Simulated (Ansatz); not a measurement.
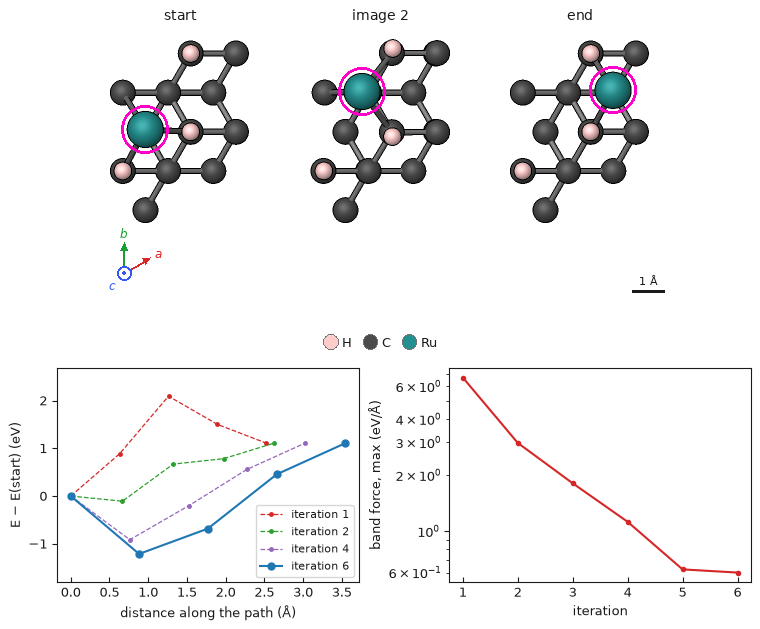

NEB run on Ru on C(111), H-covered but for one site, underside capped with H (24 atoms in the cell). Images are numbered from 0 (start) to 4 (end). The plot follows the band through its iterations. A ball-and-stick model of the simulation cell, with the vacuum cut short (origin moved), seen along the c axis. The moving atom is ringed, with any periodic copies. Bonds to atoms that aren't drawn are left out.

Theory: DFT PBE, scalar-relativistic, plane waves, PAW (Ansatz 0.2.0). Settings: plane-wave cutoff 420 eV; k-point mesh 3 × 3 × 1; Gaussian smearing 0.02 eV; spin collinear; 12 atoms held fixed; 3 movable images; climbing image; force threshold 0.05 eV/Å; iteration limit 17; end points as typed, not relaxed.

**Judge this run.**

The result isn't final. The band hadn't converged when the run stopped after 6 iterations. The largest component of the band force went from 6.7 to 0.6 eV/Å. The end points weren't relaxed, so energies relative to them aren't barriers between minima. The first iteration put the highest image at 2.09 eV. Relative to the start the highest point is image 4 at +1.11 eV and the end lies at +1.11 eV, but the profile dips to −1.21 eV at image 1 on the way, so there may be an intermediate minimum, or an end is no minimum.

Limits of the set-up: the periodic images lie only 5.0 Å apart, so the values are limited by the cell's size.

The run took 19 min on 2 threads of Arm Neoverse N1 (shared host), peak memory 1.5 GiB.

PAW datasets: the set soft_1.
